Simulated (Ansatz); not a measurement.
# ScAl (Pm-3m): Grüneisen parameters

Wanted: mode Grüneisen parameters of ScAl (Pm-3m).

Method: DFT LDA, scalar-relativistic, plane waves, PAW, in Ansatz 0.2.0.

## 1. The starting structure

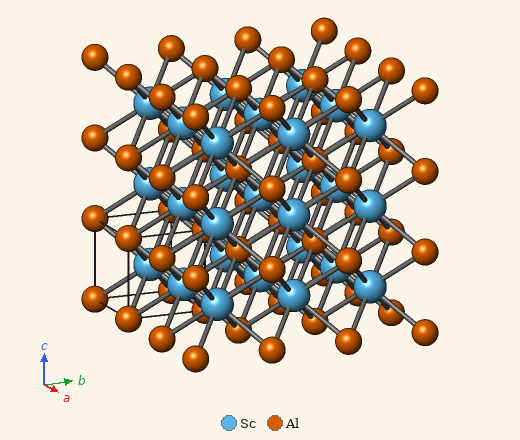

The cell as given, slightly off an axis (scandium blue, aluminium orange). 3×3×3 cells are drawn. Some periodic images of atoms are drawn too.

## 2. The dispersion

The cell comes from relaxations at this level that are not shown. Stability and thermal properties need the whole zone. Linear response on a 4×4×4 q mesh gives force constants as far as a supercell of that size would.

Contents of input.yaml:

```yaml
crystal:
  lattice:
    - [3.3070649254, 0.0, 0.0]
    - [0.0, 3.3070649254, 0.0]
    - [0.0, 0.0, 3.3070649254]
  atoms:
    - { symbol: Sc, position: [0.5, 0.5, 0.5] }
    - { symbol: Al, position: [0.0, 0.0, 0.0] }
kpoints:
  mp_grid: { grid: [12, 12, 12] }
hamiltonian:
  xc: lda
scf:
  occupations: { method: methfessel_paxton, width: 0.15 }
output:
  eigenvalues: true
phonons:
  method: dfpt
  qmesh: [4, 4, 4]
  temperatures: { t_max: 1000, t_step: 50 }
  qpath:
    path:
      - [[0.0, 0.0, 0.0], [0.0, 0.5, 0.0], [0.5, 0.5, 0.0], [0.0, 0.0, 0.0], [0.5, 0.5, 0.5], [0.0, 0.5, 0.0]]
      - [[0.5, 0.5, 0.5], [0.5, 0.5, 0.0]]
    npoints: 10
```

On the command line:

```bash
$ ansatz run input.yaml --threads 4 --pin off --max-ram 7168MiB --backend cpu --events-out ev --progress --plain --runs-dir out
```

Numbers of over 12 decimals in the logs are rounded to 6 here.

What it wrote:

```text
Engine: ansatz 0.2.0, aarch64-unknown-linux-gnu
Pseudopotentials: kind: paw
Pseudopotential: Sc, paw, valence charge 11, recommended cutoff 420 eV (normal), Sc.paw.azcp
Pseudopotential: Al, paw, valence charge 3, recommended cutoff 420 eV (normal), Al.paw.azcp
Functional definition: SPW92
  exchange = slater_x
  correlation = pw_c
Crystal: 2 atoms, lattice volume = 36.168 Å³
Basis set: ecut = 420 eV, 739 PW (Γ), exchange–correlation on 48×48×48 points (8 copies of the dense FFT grid, shifted against one another)
Bands: 11, of which v1, the nominal top of the filled ones, is band 7 counted from 1 (6 counted from 0)
Symmetry: 48 space group operations
k-points: 84 of 1728
Non-local potential: Sc, projectors of the file, l = 0: 3, l = 1: 2, l = 2: 3, l = 3: 1
Non-local potential: Al, projectors of the file, l = 0: 2, l = 1: 2, l = 2: 1
PAW form: soft (Blöchl's): semilocal exchange-correlation on the pseudo side does not see the compensation charge
PAW frozen core: Sc, regenerated for the run's functional, and the local potential with it (the file was generated under x = pbe(κ = 0.804, μ = 0.219515), c = pbe(β = 0.066725))
PAW frozen core: Al, regenerated for the run's functional, and the local potential with it (the file was generated under x = pbe(κ = 0.804, μ = 0.219515), c = pbe(β = 0.066725))
PAW one-centre angular grid: Sc, 590 points (default); XC on 64 Gauss nodes
PAW one-centre angular grid: Al, 110 points (default); XC on 64 Gauss nodes
Initial density: superposition of atomic densities (neutral atoms: chi_scale 0, normalization atom), corrected by the library's trained network
Initial wavefunctions: pseudopotential atomic-orbital guess
Functional: x = slater, c = lda
SCF iter   1: F=—  HF=-2602.871956 eV  |F-HF|=—  |Δ(HF+E_count)|=         —  Δρ=3.98e-3  dr2=5.52e-3  ethr=1.77e-3  ⟨swp⟩=5.0  Hψ=4905  notcnv=0
preconditioner: auto → none  [metal: Δε(μ)=0.083 eV  Ē_g=5.078 eV  σ=0.150 eV  W_gap=0.40  n_scr=6 (ndim 8)  ℏωp=15.1 eV  f_vac=0.000  D(μ)=0.70/eV (n_scr^D=0)  sad-step TF]
SCF iter   2: F=—  HF=-2602.871151 eV  |F-HF|=—  |Δ(HF+E_count)|=   8.05e-4  S|Δr|=    0.00e0  Δρ=2.45e-3  dr2=1.97e-3  ethr=3.94e-5  ⟨swp⟩=1.0  Hψ=1596  notcnv=0
SCF iter   3: F=—  HF=-2602.870857 eV  |F-HF|=—  |Δ(HF+E_count)|=   2.94e-4  S|Δr|=    0.00e0  Δρ=3.24e-4  dr2=6.37e-5  ethr=1.40e-5  ⟨swp⟩=1.9  Hψ=1057  notcnv=0
SCF iter   4: F=—  HF=-2602.870841 eV  |F-HF|=—  |Δ(HF+E_count)|=   1.51e-5  S|Δr|=    0.00e0  Δρ=1.46e-4  dr2=7.93e-6  ethr=4.55e-7  ⟨swp⟩=2.4  Hψ=1427  notcnv=0
SCF iter   5: F=—  HF=-2602.870840 eV  |F-HF|=—  |Δ(HF+E_count)|=   1.37e-6  S|Δr|=    0.00e0  Δρ=2.68e-5  dr2=2.95e-7  ethr=5.66e-8  ⟨swp⟩=2.5  Hψ=1317  notcnv=0
SCF iter   6: F=—  HF=-2602.870839 eV  |F-HF|=—  |Δ(HF+E_count)|=   9.77e-7  S|Δr|=    0.00e0  Δρ=3.22e-6  dr2=4.29e-9  ethr=2.11e-9  ⟨swp⟩=2.4  Hψ=1233  notcnv=0
SCF iter   7: F=—  HF=-2602.870839 eV  |F-HF|=—  |Δ(HF+E_count)|=  1.46e-11  S|Δr|=    0.00e0  Δρ=2.22e-7  dr2=3.05e-11  ethr=3.06e-11  ⟨swp⟩=2.6  Hψ=1401  notcnv=0
SCF iter   8: F=-2602.870839 eV  HF=-2602.870839 eV  |F-HF|=0.00e0  |Δ(HF+E_count)|=  2.73e-12  S|Δr|=    0.00e0  Δρ=1.98e-8  dr2=1.33e-13  ethr=1.00e-12  ⟨swp⟩=4.5  Hψ=3094  notcnv=0
SCF 1 converged in 8 iterations: F = -2602.870839 eV  dr2 = 1.33e-13
  greatest PAW one-centre occupation: 0.998 electrons in one spin orbital (limit 2), on the Sc atom at site 0 (counted from 0), in its partial waves of l = 0
Initial density: read from a saved state, or passed on in memory by an earlier SCF of this step, an earlier step, the calling program or the single point that the run made first
iter 1 solved again at ethr=3.33e-9 eV; its pass at ethr=3.10e-3 eV (dr2=4.66e-7 eV) is discarded
SCF iter   1: F=—  HF=-2602.870839 eV  |F-HF|=—  |Δ(HF+E_count)|=         —  Δρ=7.37e-8  dr2=4.61e-13  ethr=3.33e-9  ⟨swp⟩=3.0  Hψ=7940  notcnv=0
eigensolver tolerance schedule: the retry pair's looser diagonalisation over-reported the residual by 1012542.29 of it (diagonalisation noise at an unbounded share of the residual, at the tolerance the schedule requests for it); recorded, not acted on — ethr = c·dr2/N_el stays at c = 1.0e-1
preconditioner: auto → none  [metal: Δε(μ)=0.075 eV  Ē_g=5.107 eV  σ=0.150 eV  W_gap=0.37  n_scr=6 (ndim 8)  ℏωp=15.1 eV  f_vac=0.000  D(μ)=0.68/eV (n_scr^D=0)]
SCF iter   2: F=-2602.870839 eV  HF=-2602.870839 eV  |F-HF|=4.55e-13  |Δ(HF+E_count)|=  3.08e-10  S|Δr|=    0.00e0  Δρ=3.23e-8  dr2=1.18e-13  ethr=1.00e-12  ⟨swp⟩=3.7  Hψ=3108  notcnv=0
SCF 2 converged in 2 iterations: F = -2602.870839 eV  dr2 = 1.18e-13
phonons: the bands overlap, so this run is a metal and interpolates without the dipole-dipole term. If the crystal is really an insulator or semiconductor, its LO-TO splitting is missing
NSCF: frozen V_eff on 84 k-points
NSCF: frozen V_eff on 196 k-points
DFPT response loops at q = (0, 0, 0) (fractional): preconditioner auto → Kerker (q_TF=auto, 2.329 Å⁻¹) (partly filled bands, converged f_vac=0.000); β = 1.00, the filter's whole step (`scf.mixing.beta` (0.50) is not read by the response loops under this deck's `scf.mixing.preconditioner`; to damp them name `kerker` or `kerker_dos`, under which they read `scf.mixing.beta`, and type it under 1.00, their step now; both keys bind the ground state too); Broyden in place of MSR1
NSCF: frozen V_eff on 1176 k-points
DFPT response loops at q = (0, 0, 0.25) (fractional): mixed as the last ones told, above
NSCF: frozen V_eff on 686 k-points
DFPT response loops at q = (0, 0, -0.5) (fractional): mixed as the last ones told, above
NSCF: frozen V_eff on 2016 k-points
DFPT response loops at q = (0, 0.25, 0.25) (fractional): mixed as the last ones told, above
NSCF: frozen V_eff on 1176 k-points
DFPT response loops at q = (0, 0.25, -0.5) (fractional): mixed as the last ones told, above
NSCF: frozen V_eff on 686 k-points
DFPT response loops at q = (0, -0.5, -0.5) (fractional): mixed as the last ones told, above
NSCF: frozen V_eff on 1872 k-points
DFPT response loops at q = (0.25, 0.25, 0.25) (fractional): mixed as the last ones told, above
NSCF: frozen V_eff on 2016 k-points
DFPT response loops at q = (0.25, 0.25, -0.5) (fractional): mixed as the last ones told, above
NSCF: frozen V_eff on 1176 k-points
DFPT response loops at q = (0.25, -0.5, -0.5) (fractional): mixed as the last ones told, above
NSCF: frozen V_eff on 392 k-points
DFPT response loops at q = (-0.5, -0.5, -0.5) (fractional): mixed as the last ones told, above
SCF converged after 8 iterations
Stability not checked: this state was not tested for a lower state beside it, because cold or Methfessel-Paxton smearing, or corrected tetrahedra, fill the levels in a way that the test cannot read (fill_not_monotonic; see scf.lower_state_search)
Free energy (F): -2602.870839 eV
Harris-Foulkes:  -2602.870839 eV  (|F-HF|=0.00e0)
Internal energy: -2602.871741 eV  (E = F + TS)
E sigma→0 (E₀):  -2602.871065 eV
Entropy (-TS):   0.000902 eV (0.451 meV/atom)
Fermi energy:    9.997653 eV
--- Per-component energies (eV) ---
  E_band       = -142.481928
  E_kinetic    = 286.441648
  E_local      = -898.602010  (includes V_loc(G=0)·N_el)
  E_nonlocal   = 98.327350
  E_hartree    = 326.291045
  E_xc         = -143.597352
  E_vxc        = -159.324204  (∫ρ·V_xc dr)
  E_paw        = -1353.842074  (= ΣΔE_a)
  E_vpaw       = -121.906819  (= ΣTr[D̂ρ^β])
  E_aug_tail   = 0.000006  (compensation charges beyond the density's cutoff)
  E_ewald      = -918.250992
  E_core_change = 0.360639  (= ΣΔE_core)
  E_smearing   = 0.000902  (= −TS)
  E_closure    = 0.000000  (closes the sum)
  Σ components = -2602.870839   (vs F -2602.870839, Δ=0.00e0)
--- Band table (eV; the first three rows and the last of 84) ---
  k-point 0: bands = [... 3 lower, -17.6311, 1.3986, 9.2508, 9.2508, 12.8390, 12.8390, 12.8390, 13.9957]
  k-point 1: bands = [... 3 lower, -17.6297, 1.5030, 9.1625, 9.3038, 12.5064, 12.5064, 12.8552, 13.7028]
  k-point 2: bands = [... 3 lower, -17.6260, 1.8112, 8.8080, 9.4558, 11.9685, 11.9685, 12.9000, 13.2675]
  k-point 83: bands = [... 3 lower, -17.7935, 7.3475, 7.3475, 7.3475, 9.7457, 13.1651, 13.1651, 13.1651]
--- Phonons (Γ-DFPT): 2 representative perturbations + reference (Σ response iterations 6) ---
  ASR residual: 1.313e-5 → 0.000e0 eV/Å²; symmetrization residual: 6.186e-7 eV/Å²
  ASR residual per site (eV/Å²): 1.31e-5 8.51e-7
  Γ frequencies (cm⁻¹): 0.00 0.00 0.00 296.27 296.27 296.27
--- Phonons (arbitrary-q DFPT): 10 irreducible q on the 4×4×4 mesh ---
  q = [0.0000, 0.0000, 0.0000] (star 1, of the zone-centre solve; hermiticity 2.27e-7, symmetrization 4.03e-13): -0.00 0.00 0.00 296.27 296.27 296.27
  q = [0.0000, 0.0000, 0.2500] (star 6, 4 solved perturbations in 1848 linear systems a pass and spin channel, the states on 588 of 1728 k-point pairs; hermiticity 7.48e-8, symmetrization 3.75e-13): 130.27 130.27 135.05 280.70 280.70 292.37
  q = [0.0000, 0.0000, -0.5000] (star 3, 4 solved perturbations in 1078 linear systems a pass and spin channel, the states on 343 of 1728 k-point pairs; hermiticity 3.42e-9, symmetrization 9.00e-10): 184.84 184.84 249.60 250.94 251.84 251.84
  q = [0.0000, 0.2500, 0.2500] (star 12, 4 solved perturbations in 3108 linear systems a pass and spin channel, the states on 1008 of 1728 k-point pairs; hermiticity 3.98e-7, symmetrization 9.63e-14): 55.25 160.21 210.98 258.58 269.40 325.94
  q = [0.0000, 0.2500, -0.5000] (star 12, 6 solved perturbations on 588 of 1728 k-point pairs; hermiticity 2.29e-7, symmetrization 2.62e-9): 110.48 152.14 179.53 260.55 318.95 325.16
  q = [0.0000, -0.5000, -0.5000] (star 3, 4 solved perturbations in 1078 linear systems a pass and spin channel, the states on 343 of 1728 k-point pairs; hermiticity 8.44e-9, symmetrization 1.22e-12): 60.63 60.63 169.70 269.96 356.54 356.54
  q = [0.2500, 0.2500, 0.2500] (star 8, 2 solved perturbations on 936 of 1728 k-point pairs; hermiticity 2.72e-7, symmetrization 1.56e-13): 138.72 138.72 172.87 301.24 304.94 304.94
  q = [0.2500, 0.2500, -0.5000] (star 12, 4 solved perturbations in 3108 linear systems a pass and spin channel, the states on 1008 of 1728 k-point pairs; hermiticity 1.76e-7, symmetrization 1.93e-9): 104.15 160.03 216.46 256.84 322.89 336.27
  q = [0.2500, -0.5000, -0.5000] (star 6, 4 solved perturbations in 1848 linear systems a pass and spin channel, the states on 588 of 1728 k-point pairs; hermiticity 7.93e-8, symmetrization 6.53e-14): 146.22 146.22 215.94 279.12 334.94 334.94
  q = [-0.5000, -0.5000, -0.5000] (star 1, 2 solved perturbations on 196 of 1728 k-point pairs; hermiticity 9.50e-14, symmetrization 2.02e-13): 238.73 238.73 238.73 288.38 288.38 288.38
  sum rule: each row above includes the acoustic sum rule's correction from the zone centre's row sums; it moved no ω² by more than (0.28 cm⁻¹)²
  mesh force constants: q→R imaginary residual 3.78e-18; ASR residual 1.313e-5 → 0.000e0 eV/Å²; symmetrization residual 7.105e-15 eV/Å²
  interpolated dispersion: 62 rows × 6 modes
  density of states and harmonic sums: on the 20×20×20 q-mesh, interpolated from the force constants of a 4×4×4 supercell (no non-analytic term)
  largest difference from the sums on the solved wave vectors: F 9.14e-3 eV, S 1.31e-5 and C_V 4.01e-6 eV/K
  zero-point energy: 0.083291 eV/cell   skipped modes (ω ≤ 0): 3   left out of the sums: 6.25e-5 of the cell's modes: C_V's classical limit lies that fraction below 3 k_B per atom; for a crystal, a wire or a layer, F and S can be off by more, and a phonons.interpolated_qmesh denser along its periods is the remedy for the sampling
```

Wall time 3.8 min (4 threads of Arm Neoverse N1, shared host); peak memory 1.2 GiB; 15 min of CPU time.

This step gave:

```yaml
volume_per_atom: 18.08 Å³
gap_on_the_k_mesh: 0 eV
sum_rule_residual_before_enforcement: 1.31e-5 eV/Å²
lowest_frequency_on_the_path: 0 cm⁻¹
point_group: m-3m
highest_frequency_on_the_path_or_at_a_solved_wavevector: 356.5 cm⁻¹
mean_frequency: 224 cm⁻¹
debye_temperature_second_moment: 444 K
logarithmic_mean_frequency: 204.7 cm⁻¹
highest_optical_mode_at_the_zone_centre_no_lo_to_term: 296.3 cm⁻¹
lowest_optical_zone_centre_mode: 296.3 cm⁻¹
lowest_mode_on_the_q_mesh_acoustic_modes_at_gamma_apart: 55.25 cm⁻¹
zero_point_energy_per_atom: 41.65 meV
heat_capacity_at_300_k: 22.44 J/(mol atoms K)
vibrational_entropy_at_300_k: 26.71 J/(mol atoms K)
```

Frequencies (cm⁻¹) solved at each irreducible wavevector; negative means imaginary. Frequencies by wavevector, by row:

```
q in reciprocal lattice units  star  mode 1  mode 2  mode 3  mode 4  mode 5  mode 6
                        0 0 0     1       0       0       0   296.3   296.3   296.3
                     0 0 0.25     6   130.3   130.3   135.1   280.7   280.7   292.4
                     0 0 -0.5     3   184.8   184.8   249.6   250.9   251.8   251.8
                  0 0.25 0.25    12    55.2   160.2     211   258.6   269.4   325.9
                  0 0.25 -0.5    12   110.5   152.1   179.5   260.6   318.9   325.2
                  0 -0.5 -0.5     3    60.6    60.6   169.7     270   356.5   356.5
               0.25 0.25 0.25     8   138.7   138.7   172.9   301.2   304.9   304.9
               0.25 0.25 -0.5    12   104.2     160   216.5   256.8   322.9   336.3
               0.25 -0.5 -0.5     6   146.2   146.2   215.9   279.1   334.9   334.9
               -0.5 -0.5 -0.5     1   238.7   238.7   238.7   288.4   288.4   288.4
```

Symmetry leaves 10 wavevectors to solve. The lowest mode among them, the acoustic zeros apart, lies at q = (0, 0.25, 0.25) and is real, 55.2 cm⁻¹.

## 3. Relaxing at another volume, volume ratio 0.97

The volume is scaled by 0.97 and held; symmetry leaves nothing to relax, so this is a single point. The modes can then be followed against volume.

input.yaml, the sections that differ from step 2:

```yaml
crystal:
  lattice:
    - [3.2736579452, 0.0, 0.0]
    - [0.0, 3.2736579452, 0.0]
    - [0.0, 0.0, 3.2736579452]
  atoms:
    - { symbol: Sc, position: [0.5, 0.5, 0.5] }
    - { symbol: Al, position: [0.0, 0.0, 0.0] }
output:
  forces: true
  stress: true
  eigenvalues: true
# kpoints, hamiltonian, scf: as in step 2
# phonons: removed
```

What it wrote:

```text
[...]
Crystal: 2 atoms, lattice volume = 35.083 Å³
Basis set: ecut = 420 eV, 691 PW (Γ)
Bands: 11, of which v1, the nominal top of the filled ones, is band 7 counted from 1 (6 counted from 0)
Symmetry: 48 space group operations
[...]
k-points: 84 of 1728
[...]
--- Band table (eV; the first three rows and the last of 84) ---
  k-point 0: bands = [... 3 lower, -17.1818, 1.6503, 9.5583, 9.5583, 13.2959, 13.2959, 13.2959, 14.5031]
  k-point 1: bands = [... 3 lower, -17.1803, 1.7576, 9.4738, 9.6133, 12.9541, 12.9541, 13.3129, 14.2086]
  k-point 2: bands = [... 3 lower, -17.1760, 2.0745, 9.1306, 9.7711, 12.3982, 12.3982, 13.3601, 13.7660]
  k-point 83: bands = [... 3 lower, -17.3620, 7.6301, 7.6301, 7.6301, 10.2634, 13.6361, 13.6361, 13.6361]
[key lines of the parts left out:]
SCF converged after 6 iterations
Free energy (F): -2602.861423 eV
Fermi energy:    10.357268 eV
P = ⅓ Tr σ = 2.8478 GPa (28.478 kbar)
```

Wall time 0.93 s (4 threads); peak memory 0.33 GiB; 2.9 s of CPU time.

This step gave:

```yaml
pressure: 2.848 GPa
volume_per_atom: 17.54 Å³
```

The run ends at a pressure of 2.85 GPa.

## 4. Phonons at the other volume, volume ratio 0.97

The phonons are repeated at this volume on the same k and q meshes.

input.yaml, the sections that differ from step 3:

```yaml
output:
  eigenvalues: true
phonons:
  method: dfpt
  qmesh: [4, 4, 4]
  temperatures: { t_max: 1000, t_step: 50 }
  qpath:
    path:
      - [[0.0, 0.0, 0.0], [0.0, 0.5, 0.0], [0.5, 0.5, 0.0], [0.0, 0.0, 0.0], [0.5, 0.5, 0.5], [0.0, 0.5, 0.0]]
      - [[0.5, 0.5, 0.5], [0.5, 0.5, 0.0]]
    npoints: 10
# crystal, kpoints, hamiltonian, scf: as in step 3
```

What it wrote:

```text
[...]
Crystal: 2 atoms, lattice volume = 35.083 Å³
Basis set: ecut = 420 eV, 691 PW (Γ), exchange–correlation on 48×48×48 points (8 copies of the dense FFT grid, shifted against one another)
Bands: 11, of which v1, the nominal top of the filled ones, is band 7 counted from 1 (6 counted from 0)
Symmetry: 48 space group operations
k-points: 84 of 1728
[...]
SCF iter   1: F=—  HF=-2602.862365 eV  |F-HF|=—  |Δ(HF+E_count)|=         —  Δρ=4.00e-3  dr2=4.92e-3  ethr=1.77e-3  ⟨swp⟩=5.0  Hψ=4887  notcnv=0
[...]
SCF iter   8: F=-2602.861423 eV  HF=-2602.861423 eV  |F-HF|=0.00e0  |Δ(HF+E_count)|=  6.55e-11  S|Δr|=    0.00e0  Δρ=6.00e-8  dr2=1.40e-12  ethr=1.00e-12  ⟨swp⟩=3.2  Hψ=3651  notcnv=0
SCF 1 converged in 8 iterations: F = -2602.861423 eV  dr2 = 1.40e-12
[...]
SCF iter   2: F=-2602.861423 eV  HF=-2602.861423 eV  |F-HF|=4.55e-13  |Δ(HF+E_count)|=  1.11e-10  S|Δr|=    0.00e0  Δρ=1.78e-8  dr2=6.81e-14  ethr=1.00e-12  ⟨swp⟩=3.7  Hψ=3041  notcnv=0
SCF 2 converged in 2 iterations: F = -2602.861423 eV  dr2 = 6.81e-14
[...]
NSCF: frozen V_eff on 84 k-points
[...]
SCF converged after 8 iterations
[...]
Free energy (F): -2602.861423 eV
[...]
Internal energy: -2602.862278 eV  (E = F + TS)
E sigma→0 (E₀):  -2602.861637 eV
Entropy (-TS):   0.000855 eV (0.428 meV/atom)
Fermi energy:    10.357188 eV
[...]
--- Band table (eV; the first three rows and the last of 84) ---
  k-point 0: bands = [... 3 lower, -17.1820, 1.6503, 9.5582, 9.5582, 13.2957, 13.2957, 13.2957, 14.5031]
  k-point 1: bands = [... 3 lower, -17.1805, 1.7576, 9.4737, 9.6132, 12.9539, 12.9539, 13.3128, 14.2086]
  k-point 2: bands = [... 3 lower, -17.1763, 2.0745, 9.1305, 9.7710, 12.3980, 12.3980, 13.3599, 13.7660]
  k-point 83: bands = [... 3 lower, -17.3622, 7.6301, 7.6301, 7.6301, 10.2634, 13.6361, 13.6361, 13.6361]
[...]
ASR residual: 5.776e-5 → 0.000e0 eV/Å²; symmetrization residual: 8.204e-7 eV/Å²
  ASR residual per site (eV/Å²): 5.78e-5 2.55e-7
  Γ frequencies (cm⁻¹): 0.00 0.00 0.00 310.99 310.99 310.99
--- Phonons (arbitrary-q DFPT): 10 irreducible q on the 4×4×4 mesh ---
[...]
interpolated dispersion: 62 rows × 6 modes
[...]
```

The job ended after 3.8 min (4 threads; peak memory 1.2 GiB).

Numbers from this step:

* sum-rule residual before enforcement: 5.78e-5 eV/Å²
* highest frequency on the path or at a solved wavevector: 373.0 cm⁻¹
* mean frequency: 234.1 cm⁻¹
* Debye temperature (second moment): 465 K
* logarithmic mean frequency: 213.8 cm⁻¹
* highest optical mode at the zone centre (no LO-TO term): 311.0 cm⁻¹
* lowest optical zone-centre mode: 311.0 cm⁻¹
* lowest mode on the q mesh (acoustic modes at Γ apart): 58.7 cm⁻¹
* zero-point energy per atom: 43.53 meV
* heat capacity at 300 K: 22.23 J/(mol atoms K)
* vibrational entropy at 300 K: 25.74 J/(mol atoms K)

Frequencies (cm⁻¹) solved at each irreducible wavevector; negative means imaginary. Frequencies by wavevector, by row:

```csv
q in reciprocal lattice units,star,mode 1,mode 2,mode 3,mode 4,mode 5,mode 6
0 0 0,1,0,0,0,311,311,311
0 0 0.25,6,135.2,135.2,142.3,294.2,294.2,305.9
0 0 -0.5,3,192.4,192.4,261.2,261.9,263.6,263.6
0 0.25 0.25,12,58.7,166.1,220.2,270.3,282.1,342
0 0.25 -0.5,12,114.8,158.3,185.6,272.5,333.6,340.9
0 -0.5 -0.5,3,63.5,63.5,173.9,281.9,373,373
0.25 0.25 0.25,8,145.4,145.4,178,314.1,319.8,319.8
0.25 0.25 -0.5,12,107.3,166.7,227.6,269.4,337.4,352
0.25 -0.5 -0.5,6,153.9,153.9,225.4,291.7,350.4,350.4
-0.5 -0.5 -0.5,1,251.7,251.7,251.7,301.3,301.3,301.3
```

The highest optical mode at the zone centre (no LO-TO term) is 311.0 cm⁻¹, +14.7 cm⁻¹ against the base run.

(Part 1 of 2 ends here.)

[Logs are printed without paths, hosts, clocks, repeated set-up lines and the standing remarks that a program may print on its own settings, such as how far it seeks lower states.]

[Hosts, paths, dates, database ids (printed as entryN), source tags and the programs' standing remarks are cut or masked in the printed files.]
